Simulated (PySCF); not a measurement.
F₃H₃HfN (charge +1)

```xyz
8

Hf    0.0694   -0.0694    0.0694
F     1.0473    1.2011    1.0473
F    -1.2011   -1.0473    1.0473
F     1.0473   -1.0473   -1.2011
N    -1.2423    1.2423   -1.2423
H    -1.8645    1.8645   -0.7078
H    -0.7078    1.8645   -1.8645
H    -1.8645    0.7078   -1.8645
```

Core potentials replace the inner electrons of Hf.

The calculation used RKS PBE0, Hf def2-SVP with ECP60, F def2-SVP, N def2-SVP, H def2-SVP; non-relativistic Hamiltonian with scalar-relativistic core potentials where named; density fitting (PySCF 2.14.0).

Predict the electron density and electron localisation function between the atoms.

Hf–F (1.88 Å): the density is about 0.96 e/Å³ at the midpoint; the ELF peaks at about 0.80 in the valence shell of F, 0.5 Å from its nucleus, and drops to about 0.20 between the two atoms.
Hf–N (2.27 Å): ρ at the midpoint is about 0.48 e/Å³; the ELF peaks at about 0.95 in the valence shell of N, 0.7 Å from its nucleus, and is about 0.25 at the midpoint.
N–H (1.03 Å): ρ at the midpoint is about 2.8 e/Å³; the ELF climbs to about 1 towards the hydrogen, as it does in any bond to H (a covalent bond by its length).

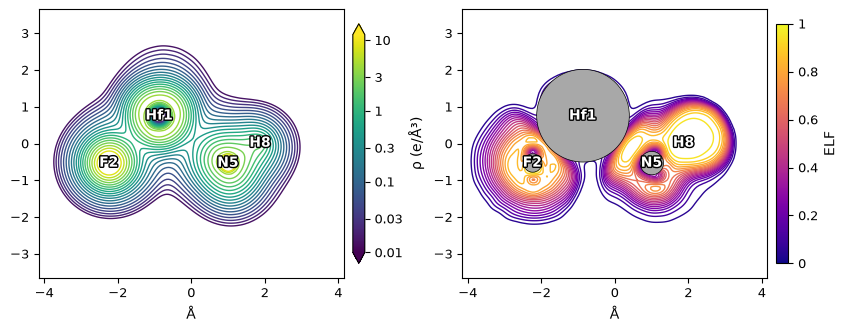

Computed electron density and electron localisation function on the plane of atoms F2, Hf1 and N5, in this order. Grey discs cover the atomic cores in the ELF map. 
